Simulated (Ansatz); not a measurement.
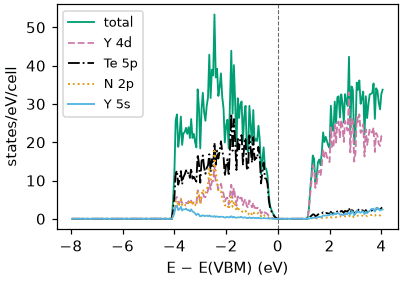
Total and projected density of states of Y₃Te₃N in space group P2_1/c (No. 14; Pearson symbol mP28), the program Ansatz at the PBE level (PAW)

Task: Which orbitals carry the states next to the gap?

Result: Top 1 eV of the valence band: Te 5p 78 %, Y 4d 13 %, N 2p 6 %. Bottom 1 eV of the conduction band: Y 4d 81 %, Te 5p 7 %, outside the projected shells 5 %. Projections are on Löwdin-orthogonalised atomic valence shells; empty p or d shells of many metals are not among them.

Task: Where is the tallest occupied peak in this window, and what makes it?

Result: Near -2.4 eV, about 53 states/eV per cell; the largest projected share is Te 5p.

The workflow started from a Materials Project entry (that database holds measured and hypothetical structures alike); the Crystallography Open Database copy checked does not list it. Whether it is the stable phase at ambient conditions was not checked. Symmetry was held in the PBE relaxation; its stability against distortions is not shown here. The run is not spin-polarised. Scalar-relativistic: spin–orbit coupling is off unless named, which matters more the heavier the elements.

Potentials: the later of the program's two PAW sets.
